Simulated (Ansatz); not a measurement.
# BH₈NSi (built from SMILES BN.[SiH4]): a reaction path by the nudged elastic band

What path joins these two structures, and how high does it climb? Both ends were relaxed at PBE0-D4 in triple zeta.

Method: PBE0-D4/def2-SVP; program: Ansatz 0.2.0, Gaussian basis.

22 further runs of the same task are left out: 22 set aside as unsound or not needed.

### Step 1. The starting structure

The first end: 11 atoms, charge 0, spin multiplicity 1.

Atoms are counted from 1 here; the program's logs count them from 0.

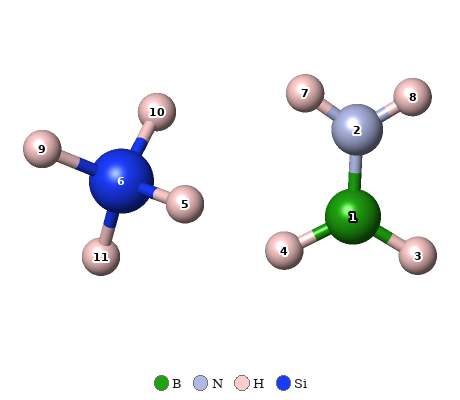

As it starts; boron green, nitrogen light blue, hydrogen pink, silicon blue; atoms are numbered from 1 in the order of the file.

As a file:

```xyz
11
BH8NSi
B    -1.6517   -0.2907   -0.8714
N    -1.4347    1.0619   -0.6760
H    -2.4811   -0.6426   -1.6591
H    -1.0029   -1.0802   -0.2455
H     1.9631   -0.3756   -0.5522
Si    1.8526   -0.4563    0.9249
H    -0.7528    1.4203   -0.0281
H    -1.9435    1.7782   -1.1657
H     3.1797   -0.1903    1.5372
H     0.8951    0.5755    1.4048
H     1.3762   -1.8003    1.3311
```

The second end:

```xyz
11
charge 0, multiplicity 1
B    -0.59755   -0.48732   -0.25650
N    -0.78379    1.08603   -0.64884
H    -0.57313   -1.08620   -1.30873
H    -1.56575   -0.77482    0.41155
H    -0.01435    1.41725   -1.22369
Si    1.12063   -0.72017    0.77721
H    -0.82447    1.67181    0.18029
H    -1.64402    1.22682   -1.17066
H     2.34251   -0.28248    0.01986
H     1.17497    0.08586    2.04431
H     1.36495   -2.13678    1.17532
```

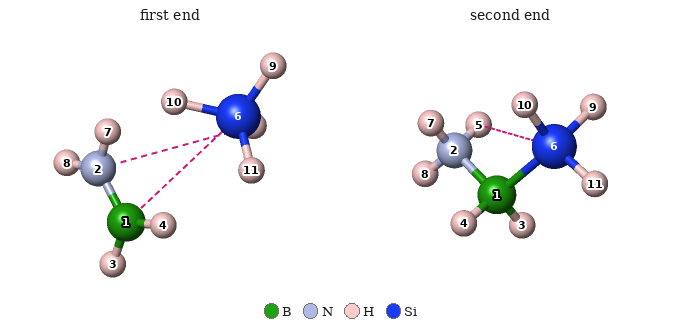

The two ends; dashed lines mark the contacts followed along the path.

### Step 2. The band at PBE0-D4/def2-SVP

Contents of neb/in.yaml:

```yaml
crystal:
  periodic: [false, false, false]
  atoms:
    - {symbol: B, position_ang: [-1.651672, -0.290741, -0.871371]}
    - {symbol: N, position_ang: [-1.434746, 1.061888, -0.675969]}
    - {symbol: H, position_ang: [-2.481111, -0.642573, -1.659082]}
    - {symbol: H, position_ang: [-1.002866, -1.080151, -0.245498]}
    - {symbol: H, position_ang: [1.963102, -0.375551, -0.552176]}
    - {symbol: Si, position_ang: [1.852562, -0.456310, 0.924894]}
    - {symbol: H, position_ang: [-0.752829, 1.420256, -0.028137]}
    - {symbol: H, position_ang: [-1.943455, 1.778210, -1.165742]}
    - {symbol: H, position_ang: [3.179728, -0.190324, 1.537230]}
    - {symbol: H, position_ang: [0.895066, 0.575547, 1.404839]}
    - {symbol: H, position_ang: [1.376221, -1.800251, 1.331111]}
basis:
  gaussian: {orbitals: def2-SVP}
hamiltonian: {xc: pbe0, dispersion: d4}
neb:
  images: 5
  climbing: true
  max_iterations: 40
  initial_path: idpp
  final_atoms:
    - {symbol: B, position_ang: [-0.597552, -0.487320, -0.256503]}
    - {symbol: N, position_ang: [-0.783790, 1.086025, -0.648836]}
    - {symbol: H, position_ang: [-0.573128, -1.086195, -1.308731]}
    - {symbol: H, position_ang: [-1.565754, -0.774816, 0.411547]}
    - {symbol: H, position_ang: [-0.014347, 1.417245, -1.223693]}
    - {symbol: Si, position_ang: [1.120628, -0.720173, 0.777209]}
    - {symbol: H, position_ang: [-0.824468, 1.671806, 0.180287]}
    - {symbol: H, position_ang: [-1.644020, 1.226823, -1.170658]}
    - {symbol: H, position_ang: [2.342511, -0.282479, 0.019858]}
    - {symbol: H, position_ang: [1.174973, 0.085860, 2.044305]}
    - {symbol: H, position_ang: [1.364950, -2.136777, 1.175317]}
```

Run with:

```bash
$ ansatz run in.yaml --threads 2 --pin off --events-out ev --progress --plain --max-ram 4352MiB
```

The log of the run (excerpt; [...] marks lines left out):

```text
Functional definition: PBE0
  name "PBE0"
  cite "Adamo & Barone, J. Chem. Phys. 110, 6158 (1999) doi:10.1063/1.478522"
  cite "Perdew, Burke & Ernzerhof, Phys. Rev. Lett. 77, 3865 (1996) doi:10.1103/PhysRevLett.77.3865"
  parent pbe
[...]
937 factors; integrals over basis functions are off by at most 3.5e-4 eV
[...]
mean field -10164.09603799 eV, -373.5236399245 hartree, gradient 4.4e-6 eV, S^2 0.000000; 0 other end points of the search recorded, 0 dependent functions left out
[...]
reference -10164.09606765 eV, -373.5236410144 hartree; 17, 17 occupied and 69, 69 virtual orbitals, 937 factors
[... from here to the last solve, the lines of the solves are left out (180 solves) ...]
WARN: NEB end point (image 0): max|allowed force component| = 2.133e-1 eV/Å (the criterion of neb.relax_end_points is 1.000e-2). That is over neb.f_tol: it is no minimum, so the barrier can be far off. Relax it first
WARN: NEB end point (image 6): max|allowed force component| = 2.870e-1 eV/Å (the criterion of neb.relax_end_points is 1.000e-2). That is over neb.f_tol: it is no minimum, so the barrier can be far off. Relax it first
NEB iter   1: max|band force component| = 4.610e0 eV/Å  barrier→ = 5.1872 eV  barrier← = 5.1388 eV  Δτ_max = 0.2000 Å  (172 SCF iters)
[...]
NEB iter   7: max|band force component| = 1.327e0 eV/Å  barrier→ = 1.9150 eV  barrier← = 1.8665 eV  Δτ_max = 0.1001 Å  (129 SCF iters)
[...]
NEB iter  13: max|band force component| = 8.806e-1 eV/Å  barrier→ = 0.8597 eV  barrier← = 0.8113 eV  CI = image 4  Δτ_max = 0.0496 Å  (117 SCF iters)
[...]
NEB iter  19: max|band force component| = 4.851e-1 eV/Å  barrier→ = 1.8447 eV  barrier← = 1.7963 eV  CI = image 4  Δτ_max = 0.0408 Å  (131 SCF iters)
[...]
NEB iter  25: max|band force component| = 7.065e-2 eV/Å  barrier→ = 1.8066 eV  barrier← = 1.7582 eV  CI = image 4  Δτ_max = 0.0073 Å  (111 SCF iters)
NEB iter  26: max|band force component| = 5.787e-2 eV/Å  barrier→ = 1.8063 eV  barrier← = 1.7579 eV  CI = image 4  Δτ_max = 0.0145 Å  (101 SCF iters)
[...]
NEB iter  27: max|band force component| = 3.760e-2 eV/Å  barrier→ = 1.8058 eV  barrier← = 1.7573 eV  CI = image 4  CI's point: of a kind that is not told: the force calls were inconclusive, a negative curvature could not be distinguished from the path's own, the only one lies far off the [...]
Total energy: -10162.40637802 eV, -373.4615460658 hartree
Atom 0 at    -0.731100    -0.248508    -0.356784 Å, force    -0.011441     0.000919    -0.036860 eV/Å
Atom 1 at    -0.740561     1.230792    -0.879139 Å, force     0.022373    -0.037492     0.028457 eV/Å
Atom 2 at    -0.535321    -1.073920    -1.223544 Å, force    -0.005835    -0.009770     0.003206 eV/Å
Atom 3 at    -1.540428    -0.509910     0.509884 Å, force     0.001436     0.003000     0.003101 eV/Å
Atom 4 at     0.275215     0.666666    -0.138654 Å, force     0.006327     0.017684     0.008126 eV/Å
Atom 5 at     1.054510    -0.659146     0.864212 Å, force     0.008462    -0.002577     0.003149 eV/Å
Atom 6 at    -1.360292     1.882541    -0.416163 Å, force    -0.029351     0.027348     0.004373 eV/Å
Atom 7 at    -0.679278     1.372503    -1.879309 Å, force     0.006129     0.001162    -0.012930 eV/Å
Atom 8 at     2.420321    -0.576444     0.249301 Å, force     0.001672    -0.001900    -0.003615 eV/Å
Atom 9 at     1.119472     0.014307     2.201591 Å, force     0.001430     0.002140     0.001311 eV/Å
Atom 10 at     0.717460    -2.098881     1.068702 Å, force    -0.001201    -0.000514     0.001681 eV/Å
Dipole moment:    -0.111091     0.462496    -0.220325 e Å
```

It took 4.6 min on 2 threads of Arm Neoverse V1, shared host.

The last band:

| image | path (Å) | energy (eV) | B1–Si6 (Å) | N2–H5 (Å) | B1–N2 (Å) | H5–Si6 (Å) |
| --- | --- | --- | --- | --- | --- | --- |
| 0 | 0.00 | 0.000 | 3.94 | 3.69 | 1.38 | 1.48 |
| 1 | 1.55 | 0.003 | 3.74 | 3.55 | 1.39 | 1.49 |
| 2 | 3.11 | 0.007 | 3.63 | 3.52 | 1.39 | 1.49 |
| 3 | 4.66 | 0.104 | 3.27 | 2.62 | 1.39 | 1.49 |
| 4 | 6.21 | 1.806 | 2.20 | 1.38 | 1.57 | 1.84 |
| 5 | 7.37 | 0.153 | 2.02 | 1.02 | 1.64 | 2.82 |
| 6 | 8.53 | 0.048 | 2.02 | 1.02 | 1.63 | 3.14 |

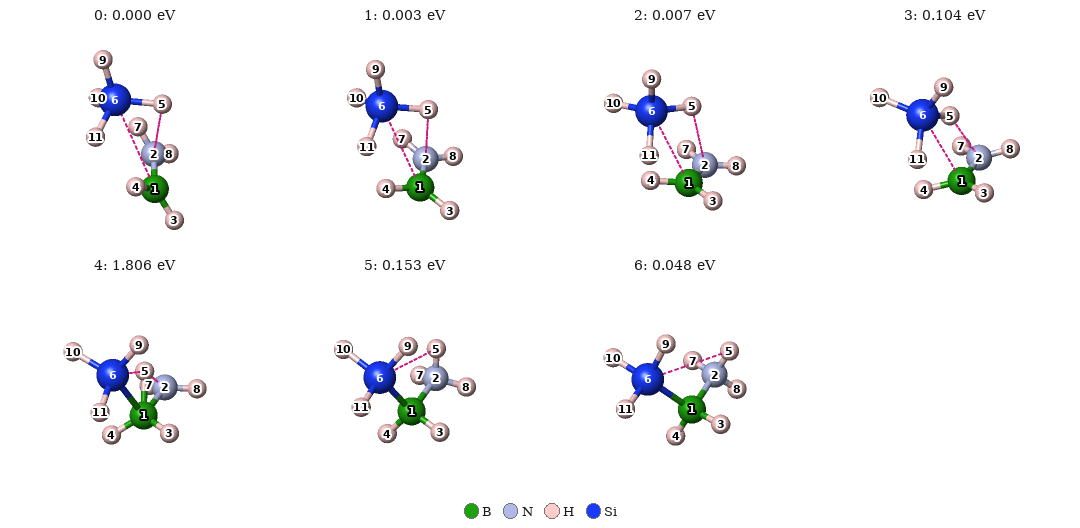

The images of the last band.

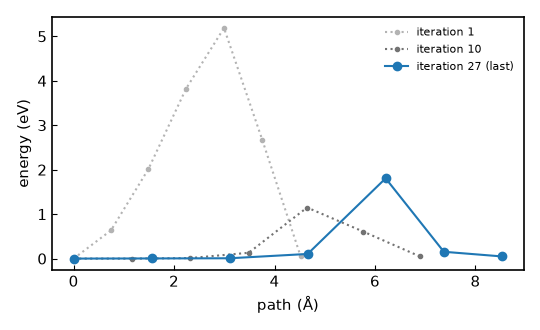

Energy along the path.

The highest image, 4:

```
B    -0.7311   -0.2485   -0.3568
N    -0.7406    1.2308   -0.8791
H    -0.5353   -1.0739   -1.2235
H    -1.5404   -0.5099    0.5099
H     0.2752    0.6667   -0.1387
Si    1.0545   -0.6591    0.8642
H    -1.3603    1.8825   -0.4162
H    -0.6793    1.3725   -1.8793
H     2.4203   -0.5764    0.2493
H     1.1195    0.0143    2.2016
H     0.7175   -2.0989    1.0687
```

### Step 3. Summary of results

| quantity | value |
| --- | --- |
| PBE0-D4/def2-SVP, 27 iterations | highest 1.806 eV (image 4), last end +0.048 eV |
| from earlier runs: barrier over the separately found saddle, CCSD(T)/def2-TZVPP | 2.182 eV |

**Reading.** The highest image lies 1.806 eV above the first end, and it climbed, so it estimates the saddle. The ends are not quite minima at this level (largest force component 0.29 eV/Å), so the heights are unreliable: relaxing the first end would lower it and raise the barrier above it. The highest image is 0.376 eV below the CCSD(T) barrier in triple zeta, which comes from separate runs on the saddle.
